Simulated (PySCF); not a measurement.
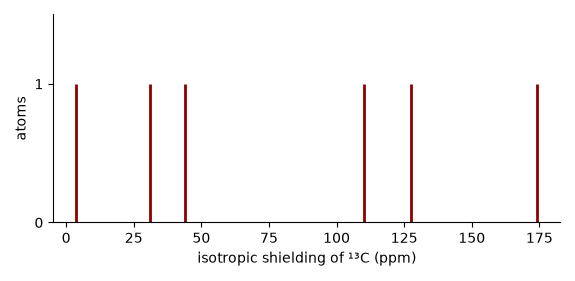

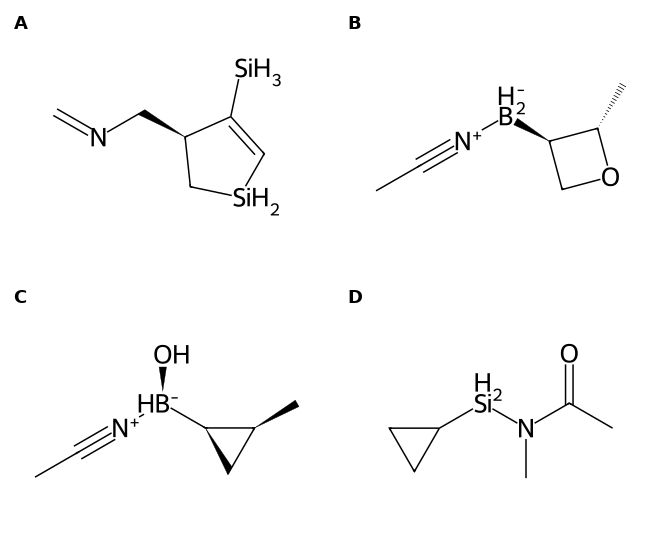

The sticks are computed shieldings of one of the molecules, for one fixed geometry (GFN2-xTB) without averaging over rotations. Low shielding means a high chemical shift. Method: GIAO PBE0/pcSseg-1 NMR shielding, non-relativistic, gas phase (PySCF 2.14.0).

**Which molecule gives this pattern?**

A, `C=NC[C@@H]1C[SiH2]C=C1[SiH3]`. Its 6 C atoms give lines at 3.7, 31.2, 43.8, 110.1, 127.7, 174.2 ppm.

The geometry is semi-empirical. Around B, Si such bond lengths and angles can be off by a tenth of an ångström or more and by several degrees, and values that hang on the shape move with them.
